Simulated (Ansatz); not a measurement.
# F+ (triplet): energies up the ladder

Wanted for F+ (triplet): energies up the ladder. Charge +1. Spin multiplicity 3.

Program: Ansatz 0.2.0. Level of theory: the levels named in each step. These are calculated values, not measurements.

## 1. Starting point

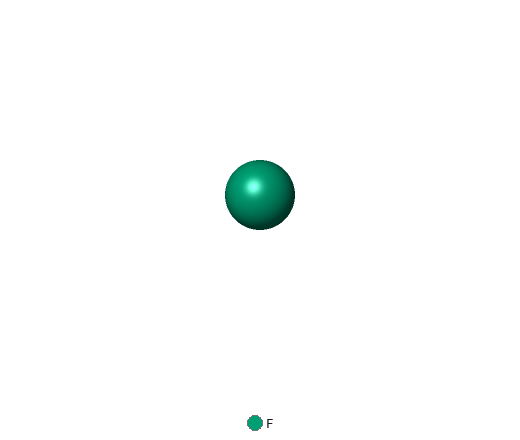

Start, viewed from a chosen angle; fluorine teal.

Structure file:

```xyz
1

F     0.0000    0.0000    0.0000
```

## 2. Single point, PBE0/def2-TZVPP

input.yaml reads:

```yaml
crystal:
  periodic: [false, false, false]
  atoms:
    - { symbol: F, position_ang: [0.0, 0.0, 0.0] }
magnetization:
  spin_polarized: true
  initial_magnetization: 2
total_charge: 1
basis:
  gaussian: { orbitals: def2-TZVPP }
hamiltonian:
  xc: pbe0
```

Started as:

```sh
$ ansatz run input.yaml --threads 1 --pin off --max-ram 2560MiB --backend cpu --events-out ev --progress --plain --runs-dir out
```

Standard output:

```text
Warning: RAYON_NUM_THREADS=1 ignored (pool sized by the plan → 1); use --threads N
Engine: ansatz 0.2.0, aarch64-unknown-linux-gnu
Functional definition: PBE0
  parameter a = 0.25
  parameter kappa = 0.804
  parameter beta = 0.06672455060314922
  exchange = (1 - a)*pbe_x(kappa = kappa, mu = beta*pi^2/3) + a*exact_x
  correlation = pbe_c(beta = beta)
156 factors; their error is unknown
mean field evaluation 1: about -2693.8819 eV, gradient 2.2e1 eV
mean field evaluation 2: about -2694.5852 eV, gradient 1.2e1 eV
mean field evaluation 4: about -2694.8860 eV, gradient 2.2e-2 eV
mean field evaluation 8: about -2694.9039 eV, gradient 4.7e-4 eV
mean field -2694.90388530 eV, -99.0358911135 hartree, gradient 4.8e-5 eV, S^2 2.002349; 0 other end points of the search recorded, 0 dependent functions left out
reference -2694.90389096 eV, -99.0358913213 hartree; 5, 3 occupied and 26, 28 virtual orbitals, 156 factors
Total energy: -2694.90389096 eV, -99.0358913213 hartree
```

Wall time 0.34 s (1 thread of Arm Neoverse N1, shared host); peak memory 0.064 GiB.

## 3. Single point, PBE/def2-TZVPP

input.yaml: that of step 2 with these lines changed.

```diff
@@ -11,2 +11,2 @@
 hamiltonian:
-  xc: pbe0
+  xc: pbe
```

Started as:

```sh
$ ansatz run input.yaml --threads 1 --pin off --max-ram 2560MiB --backend cpu --events-out ev --progress --plain --runs-dir out
```

Standard output:

```text
Warning: RAYON_NUM_THREADS=1 ignored (pool sized by the plan → 1); use --threads N
Engine: ansatz 0.2.0, aarch64-unknown-linux-gnu
Functional definition: PBE
  parameter kappa = 0.804
  parameter beta = 0.06672455060314922
  exchange = pbe_x(kappa = kappa, mu = beta*pi^2/3)
  correlation = pbe_c(beta = beta)
156 factors; their error is unknown
mean field evaluation 1: about -2692.7218 eV, gradient 2.8e1 eV
mean field evaluation 2: about -2693.4623 eV, gradient 2.1e1 eV
mean field evaluation 4: about -2694.5201 eV, gradient 3.9e-2 eV
mean field evaluation 8: about -2694.5192 eV, gradient 2.1e-4 eV
mean field evaluation 16: about -2694.5192 eV, gradient 2.1e-5 eV
mean field -2694.51920715 eV, -99.0217544522 hartree, gradient 1.2e-5 eV, S^2 2.001860; 1 other end points of the search recorded, 0 dependent functions left out
reference -2694.51921484 eV, -99.0217547348 hartree; 5, 3 occupied and 26, 28 virtual orbitals, 156 factors
Total energy: -2694.51921484 eV, -99.0217547348 hartree
```

Wall time 0.52 s (1 thread of Arm Neoverse N1, shared host); peak memory 0.064 GiB.

## 4. Single point, r2SCAN/def2-TZVPP

input.yaml: that of step 3 with these lines changed.

```diff
@@ -11,2 +11,2 @@
 hamiltonian:
-  xc: pbe
+  xc: r2scan
```

Started as:

```sh
$ ansatz run input.yaml --threads 1 --pin off --max-ram 2560MiB --backend cpu --events-out ev --progress --plain --runs-dir out
```

Standard output:

```text
Warning: RAYON_NUM_THREADS=1 ignored (pool sized by the plan → 1); use --threads N
Engine: ansatz 0.2.0, aarch64-unknown-linux-gnu
Functional definition: r2SCAN
  parameter k0 = 0.174
  parameter k1 = 0.065
  parameter a1 = 4.9479
  exchange = r2scan_x(k0 = k0, k1 = k1, a1 = a1)
  correlation = r2scan_c
156 factors; their error is unknown
mean field evaluation 1: about -2694.8943 eV, gradient 2.5e1 eV
mean field evaluation 2: about -2695.7209 eV, gradient 1.5e1 eV
mean field evaluation 4: about -2696.2079 eV, gradient 2.9e-2 eV
mean field evaluation 8: about -2696.2096 eV, gradient 2.2e-4 eV
mean field -2696.20957240 eV, -99.0838742290 hartree, gradient 2.4e-5 eV, S^2 2.003208; 0 other end points of the search recorded, 0 dependent functions left out
reference -2696.20957463 eV, -99.0838743112 hartree; 5, 3 occupied and 26, 28 virtual orbitals, 156 factors
Total energy: -2696.20957463 eV, -99.0838743112 hartree
```

It took 1 s on 1 thread of Arm Neoverse N1, shared host; peak memory 0.073 GiB.

## 5. Single point, B3LYP/def2-TZVPP

input.yaml: that of step 4 with these lines changed.

```diff
@@ -11,2 +11,2 @@
 hamiltonian:
-  xc: r2scan
+  xc: { name: B3LYP }
```

Started as:

```sh
$ ansatz run input.yaml --threads 1 --pin off --max-ram 2560MiB --backend cpu --events-out ev --progress --plain --runs-dir out
```

Standard output:

```text
Warning: RAYON_NUM_THREADS=1 ignored (pool sized by the plan → 1); use --threads N
Engine: ansatz 0.2.0, aarch64-unknown-linux-gnu
Functional definition: B3LYP
  parameter a0 = 0.2
  parameter ax = 0.72
  parameter ac = 0.81
  exchange = (1 - a0 - ax)*slater_x + ax*b88_x + a0*exact_x
  correlation = (1 - ac)*vwn_rpa_c + ac*lyp_c
156 factors; their error is unknown
mean field evaluation 1: about -2695.9381 eV, gradient 2.4e1 eV
mean field evaluation 2: about -2696.6997 eV, gradient 1.4e1 eV
mean field evaluation 4: about -2697.1703 eV, gradient 2.3e-2 eV
mean field evaluation 8: about -2697.1842 eV, gradient 3.6e-4 eV
mean field -2697.18418431 eV, -99.1196905564 hartree, gradient 2.7e-5 eV, S^2 2.002199; 0 other end points of the search recorded, 0 dependent functions left out
reference -2697.18425341 eV, -99.1196930957 hartree; 5, 3 occupied and 26, 28 virtual orbitals, 156 factors
Total energy: -2697.18425341 eV, -99.1196930957 hartree
```

It took 0.36 s on 1 thread of Arm Neoverse N1, shared host; peak memory 0.064 GiB.

## 6. Single point, wB97M-V/def2-TZVPP

input.yaml: that of step 5 with these lines changed.

```diff
@@ -11,2 +11,2 @@
 hamiltonian:
-  xc: { name: B3LYP }
+  xc: { name: wB97M-V }
```

Started as:

```sh
$ ansatz run input.yaml --threads 1 --pin off --max-ram 2560MiB --backend cpu --events-out ev --progress --plain --runs-dir out
```

Standard output:

```text
Warning: RAYON_NUM_THREADS=1 ignored (pool sized by the plan → 1); use --threads N
Engine: ansatz 0.2.0, aarch64-unknown-linux-gnu
Functional definition: wB97M-V
  parameter omega = 0.3/bohr
  parameter cx = 0.15
  parameter cx01 = 1.007
  parameter cx10 = 0.259
  parameter css00 = 0.443
  parameter css04 = -1.437
  parameter css10 = -4.535
  parameter css20 = -3.390
  parameter css43 = 4.278
  parameter cos00 = 1.000
  parameter cos10 = 1.358
  parameter cos20 = 2.924
  parameter cos21 = -8.812
  parameter cos60 = -1.390
  parameter cos61 = 9.142
  parameter b = 6.0
  parameter c = 0.01
  gx(w, u) = 1 - cx + cx01*u + cx10*w
  gss(w, u) = css00 + css04*u^4 + css10*w + css20*w^2 + css43*w^4*u^3
  gos(w, u) = cos00 + cos10*w + (cos20 + cos21*u)*w^2 + (cos60 + cos61*u)*w^6
  exchange = spin_sum(e_x_unif_sr(omega)*gx(b97_w, b97_u_x)) + cx*exact_x_sr(omega) + exact_x_lr(omega)
  correlation = spin_sum(e_c_pw_mod_same_spin*gss(b97_w, b97_u_same))
      + integral(e_c_pw_mod_opposite_spin*gos(b97_w_opposite, b97_u_opposite)) + vv10(b, c)
156 factors; their error is unknown
27 factors; integrals over basis functions are off by at most 9.0e-5 eV
mean field evaluation 1: about -2696.1478 eV, gradient 1.8e1 eV
mean field evaluation 2: about -2696.6772 eV, gradient 7.3e0 eV
mean field evaluation 4: about -2696.7863 eV, gradient 2.7e-2 eV
mean field evaluation 8: about -2696.7967 eV, gradient 5.3e-4 eV
mean field -2696.79667559 eV, -99.1054498736 hartree, gradient 5.4e-5 eV, S^2 2.002507; 0 other end points of the search recorded, 0 dependent functions left out
reference -2696.79668478 eV, -99.1054502114 hartree; 5, 3 occupied and 26, 28 virtual orbitals, 156 factors
Total energy: -2696.79668478 eV, -99.1054502114 hartree
```

Wall time 0.94 s (1 thread of Arm Neoverse N1, shared host); peak memory 0.087 GiB.

## 7. Single point, B2PLYP/def2-TZVPP

input.yaml: that of step 6 with these lines changed.

```diff
@@ -11,2 +11,2 @@
 hamiltonian:
-  xc: { name: wB97M-V }
+  xc: { name: B2PLYP }
```

Started as:

```sh
$ ansatz run input.yaml --threads 1 --pin off --max-ram 2560MiB --backend cpu --events-out ev --progress --plain --runs-dir out
```

Standard output:

```text
Warning: RAYON_NUM_THREADS=1 ignored (pool sized by the plan → 1); use --threads N
Engine: ansatz 0.2.0, aarch64-unknown-linux-gnu
Functional definition: B2PLYP
  parameter a = 0.53
  parameter c = 0.27
  exchange = (1 - a)*b88_x + a*exact_x
  correlation = (1 - c)*lyp_c + c*(mp2_os + mp2_ss)
205 factors; integrals over basis functions are off by at most 1.8e-4 eV
mean field evaluation 1: about -2694.3518 eV, gradient 1.7e1 eV
mean field evaluation 2: about -2694.3556 eV, gradient 1.7e1 eV
mean field evaluation 4: about -2694.8856 eV, gradient 6.2e-1 eV
mean field evaluation 8: about -2694.8864 eV, gradient 5.8e-4 eV
mean field -2694.88639319 eV, -99.0352482901 hartree, gradient 2.7e-6 eV, S^2 2.003153; 0 other end points of the search recorded, 0 dependent functions left out
1 core orbitals not correlated: weight in the atoms' cores, before any rotation towards them, 1.000 or more for the frozen orbitals, at most 0.000 for the correlated occupied ones
reference -2694.88643625 eV, -99.0352498727 hartree; 4, 2 occupied and 26, 28 virtual orbitals, 205 factors
second order -4.35836081 eV of doubles, -0.00000000 eV of singles
Total energy: -2696.06319367 eV, -99.0784949102 hartree
```

Wall time 0.43 s (1 thread of Arm Neoverse N1, shared host); peak memory 0.066 GiB.

## 8. Single point, LDA/def2-TZVPP

input.yaml: that of step 7 with these lines changed.

```diff
@@ -11,2 +11,2 @@
 hamiltonian:
-  xc: { name: B2PLYP }
+  xc: lda
```

Started as:

```sh
$ ansatz run input.yaml --threads 1 --pin off --max-ram 2560MiB --backend cpu --events-out ev --progress --plain --runs-dir out
```

Standard output:

```text
Warning: RAYON_NUM_THREADS=1 ignored (pool sized by the plan → 1); use --threads N
Engine: ansatz 0.2.0, aarch64-unknown-linux-gnu
Functional definition: SPW92
  exchange = slater_x
  correlation = pw_c
156 factors; their error is unknown
mean field evaluation 1: about -2677.0352 eV, gradient 2.9e1 eV
mean field evaluation 2: about -2677.7378 eV, gradient 2.2e1 eV
mean field evaluation 4: about -2678.8477 eV, gradient 2.9e-2 eV
mean field evaluation 8: about -2678.8463 eV, gradient 2.2e-4 eV
mean field evaluation 16: about -2678.8463 eV, gradient 1.5e-6 eV
mean field -2678.84627733 eV, -98.4457849046 hartree, gradient 1.2e-6 eV, S^2 2.001829; 2 other end points of the search recorded, 0 dependent functions left out
reference -2678.84628424 eV, -98.4457851587 hartree; 5, 3 occupied and 26, 28 virtual orbitals, 156 factors
Total energy: -2678.84628424 eV, -98.4457851587 hartree
```

Run time: 0.31 s. Hardware: 1 thread of Arm Neoverse N1, shared host; peak memory 0.061 GiB.

## 9. Single point, PBE0/def2-SVP

input.yaml: that of step 8 with these lines changed.

```diff
@@ -9,4 +9,4 @@
 basis:
-  gaussian: { orbitals: def2-TZVPP }
+  gaussian: { orbitals: def2-SVP }
 hamiltonian:
-  xc: lda
+  xc: pbe0
```

Started as:

```sh
$ ansatz run input.yaml --threads 1 --pin off --max-ram 2560MiB --backend cpu --events-out ev --progress --plain --runs-dir out
```

Standard output:

```text
Warning: RAYON_NUM_THREADS=1 ignored (pool sized by the plan → 1); use --threads N
Engine: ansatz 0.2.0, aarch64-unknown-linux-gnu
Functional definition: PBE0
  parameter a = 0.25
  parameter kappa = 0.804
  parameter beta = 0.06672455060314922
  exchange = (1 - a)*pbe_x(kappa = kappa, mu = beta*pi^2/3) + a*exact_x
  correlation = pbe_c(beta = beta)
71 factors; integrals over basis functions are off by at most 8.0e-5 eV
mean field evaluation 1: about -2690.7538 eV, gradient 1.6e1 eV
mean field evaluation 2: about -2691.3210 eV, gradient 8.1e0 eV
mean field evaluation 4: about -2691.5247 eV, gradient 2.5e-1 eV
mean field evaluation 8: about -2691.5216 eV, gradient 9.0e-4 eV
mean field -2691.52156943 eV, -98.9115932976 hartree, gradient 6.7e-5 eV, S^2 2.001980; 0 other end points of the search recorded, 0 dependent functions left out
reference -2691.52157336 eV, -98.9115934422 hartree; 5, 3 occupied and 9, 11 virtual orbitals, 71 factors
Total energy: -2691.52157336 eV, -98.9115934422 hartree
```

Wall time 0.25 s (1 thread of Arm Neoverse N1, shared host); peak memory 0.062 GiB.

## 10. Single point, PBE/def2-SVP

input.yaml: that of step 9 with these lines changed.

```diff
@@ -11,2 +11,2 @@
 hamiltonian:
-  xc: pbe0
+  xc: pbe
```

Started as:

```sh
$ ansatz run input.yaml --threads 1 --pin off --max-ram 2560MiB --backend cpu --events-out ev --progress --plain --runs-dir out
```

Standard output:

```text
Warning: RAYON_NUM_THREADS=1 ignored (pool sized by the plan → 1); use --threads N
Engine: ansatz 0.2.0, aarch64-unknown-linux-gnu
Functional definition: PBE
  parameter kappa = 0.804
  parameter beta = 0.06672455060314922
  exchange = pbe_x(kappa = kappa, mu = beta*pi^2/3)
  correlation = pbe_c(beta = beta)
128 factors; their error is unknown
mean field evaluation 1: about -2689.7608 eV, gradient 2.1e1 eV
mean field evaluation 2: about -2690.4585 eV, gradient 1.5e1 eV
mean field evaluation 4: about -2691.1968 eV, gradient 4.4e-3 eV
mean field evaluation 8: about -2691.1880 eV, gradient 1.1e-5 eV
mean field evaluation 16: about -2691.1870 eV, gradient 1.1e-1 eV
mean field -2691.18800297 eV, -98.8993349563 hartree, gradient 1.1e-5 eV, S^2 2.001542; 1 other end points of the search recorded, 0 dependent functions left out
reference -2691.18800819 eV, -98.8993351484 hartree; 5, 3 occupied and 9, 11 virtual orbitals, 128 factors
Total energy: -2691.18800819 eV, -98.8993351484 hartree
```

Run time: 0.31 s. Hardware: 1 thread of Arm Neoverse N1, shared host; peak memory 0.061 GiB.

## 11. Single point, CCSD(T)/def2-TZVPP

input.yaml: that of step 10 with these lines changed.

```diff
@@ -9,4 +9,6 @@
 basis:
-  gaussian: { orbitals: def2-SVP }
-hamiltonian:
-  xc: pbe
+  gaussian: { orbitals: def2-TZVPP }
+correlation:
+  method: ccsd_t
+scf:
+  omitted_lower_state_checks: [cluster_reference]
```

Started as:

```sh
$ ansatz run input.yaml --threads 1 --pin off --max-ram 2560MiB --backend cpu --events-out ev --progress --plain --runs-dir out
```

Standard output:

```text
Warning: RAYON_NUM_THREADS=1 ignored (pool sized by the plan → 1); use --threads N
Engine: ansatz 0.2.0, aarch64-unknown-linux-gnu
Functional definition: HF
  exchange = exact_x
  correlation = 0
these checks for a lower state are left out or cut short: cluster_reference
205 factors; integrals over basis functions are off by at most 1.8e-4 eV
mean field evaluation 1: about -2689.2473 eV, gradient 1.1e1 eV
mean field evaluation 2: about -2689.2537 eV, gradient 1.1e1 eV
mean field evaluation 4: about -2689.4766 eV, gradient 5.0e-1 eV
mean field evaluation 8: about -2689.4774 eV, gradient 1.5e-4 eV
mean field evaluation 16: about -2689.4774 eV, gradient 1.8e-5 eV
mean field -2689.47744551 eV, -98.8364731292 hartree, gradient 3.0e-6 eV, S^2 2.005094; 3 other end points of the search recorded, 0 dependent functions left out
1 core orbitals not correlated: weight in the atoms' cores, before any rotation towards them, 1.000 or more for the frozen orbitals, at most 0.000 for the correlated occupied ones
reference -2689.47744551 eV, -98.8364731292 hartree; 4, 2 occupied and 26, 28 virtual orbitals, 205 factors
second order -3.83013059 eV of doubles, -0.00000000 eV of singles
cycle   1  -4.17787617 eV  change   -3.5e-1 eV  update   2.1e-2
cycle   2  -4.25670233 eV  change   -7.9e-2 eV  update   6.7e-3
cycle   3  -4.25894531 eV  change   -2.2e-3 eV  update   1.8e-3
cycle   4  -4.25876913 eV  change    1.8e-4 eV  update   5.2e-4
cycle   5  -4.25902031 eV  change   -2.5e-4 eV  update   1.2e-4
cycle   6  -4.25902392 eV  change   -3.6e-6 eV  update   2.9e-5
cycle   7  -4.25901982 eV  change    4.1e-6 eV  update   4.6e-6
perturbative correction -0.05177675 eV, -0.0019027605 hartree
Total energy: -2693.78824208 eV, -98.9948919812 hartree
Checks for a lower state left out: cluster_reference
```

It took 0.71 s on 1 thread of Arm Neoverse N1, shared host; peak memory 0.078 GiB.

## 12. Single point, CCSD(T)/def2-QZVPP

input.yaml: that of step 11 with these lines changed.

```diff
@@ -9,3 +9,3 @@
 basis:
-  gaussian: { orbitals: def2-TZVPP }
+  gaussian: { orbitals: def2-QZVPP.json }
 correlation:
```

Started as:

```sh
$ ansatz run input.yaml --threads 1 --pin off --max-ram 2560MiB --backend cpu --events-out ev --progress --plain --runs-dir out
```

Standard output:

```text
Warning: RAYON_NUM_THREADS=1 ignored (pool sized by the plan → 1); use --threads N
Engine: ansatz 0.2.0, aarch64-unknown-linux-gnu
Functional definition: HF
  exchange = exact_x
  correlation = 0
these checks for a lower state are left out or cut short: cluster_reference
361 factors; integrals over basis functions are off by at most 1.2e-4 eV
mean field evaluation 1: about -2689.3557 eV, gradient 1.2e1 eV
mean field evaluation 2: about -2689.3565 eV, gradient 1.2e1 eV
mean field evaluation 4: about -2689.5921 eV, gradient 5.4e-1 eV
mean field evaluation 8: about -2689.5931 eV, gradient 9.3e-7 eV
mean field evaluation 16: about -2689.5901 eV, gradient 8.0e-1 eV
mean field -2689.59309307 eV, -98.8407230988 hartree, gradient 2.2e-6 eV, S^2 2.005273; 3 other end points of the search recorded, 0 dependent functions left out
1 core orbitals not correlated: weight in the atoms' cores, before any rotation towards them, 1.000 or more for the frozen orbitals, at most 0.000 for the correlated occupied ones
reference -2689.59309307 eV, -98.8407230988 hartree; 4, 2 occupied and 52, 54 virtual orbitals, 361 factors
second order -4.29016958 eV of doubles, -0.00000000 eV of singles
cycle   1  -4.60422878 eV  change   -3.1e-1 eV  update   2.0e-2
cycle   2  -4.68072481 eV  change   -7.6e-2 eV  update   6.6e-3
cycle   3  -4.68239548 eV  change   -1.7e-3 eV  update   1.7e-3
cycle   4  -4.68226321 eV  change    1.3e-4 eV  update   5.3e-4
cycle   5  -4.68248876 eV  change   -2.3e-4 eV  update   1.4e-4
cycle   6  -4.68249635 eV  change   -7.6e-6 eV  update   3.1e-5
cycle   7  -4.68249316 eV  change    3.2e-6 eV  update   6.2e-6
perturbative correction -0.06797845 eV, -0.0024981620 hartree
Total energy: -2694.34356469 eV, -99.0152997106 hartree
Checks for a lower state left out: cluster_reference
```

It took 1.7 s on 1 thread of Arm Neoverse N1, shared host; peak memory 0.14 GiB.

## 13. Extrapolation to the basis-set limit

CCSD(T)/CBS estimate, frozen core: CCSD(T) correlation extrapolated, from def2-TZVPP and def2-QZVPP: mean field -2689.6090 eV, total -2694.6852 eV. The exponents are 7.88 (mean field) and 2.97 (correlation).

## 14. Total energies

| level | energy (eV) | CPU time |
| --- | --- | --- |
| PBE0/def2-TZVPP | -2694.9039 | 0.31 s |
| PBE/def2-TZVPP | -2694.5192 | 0.49 s |
| r2SCAN/def2-TZVPP | -2696.2096 | 0.99 s |
| B3LYP/def2-TZVPP | -2697.1843 | 0.34 s |
| wB97M-V/def2-TZVPP | -2696.7967 | 0.91 s |
| B2PLYP/def2-TZVPP | -2696.0632 | 0.41 s |
| LDA/def2-TZVPP | -2678.8463 | 0.29 s |
| PBE0/def2-SVP | -2691.5216 | 0.23 s |
| PBE/def2-SVP | -2691.1880 | 0.29 s |
| CCSD(T)/def2-TZVPP | -2693.7882 | 0.69 s |
| CCSD(T)/def2-QZVPP | -2694.3436 | 1.7 s |
| CCSD(T)/CBS | -2694.6852 | - |

## 15. Outcome

```
             quantity         value
energy at CCSD(T)/CBS  -2694.685 eV
```

What this shows: These totals serve in differences with atoms or fragments at the same level; alone they don't rank the methods.
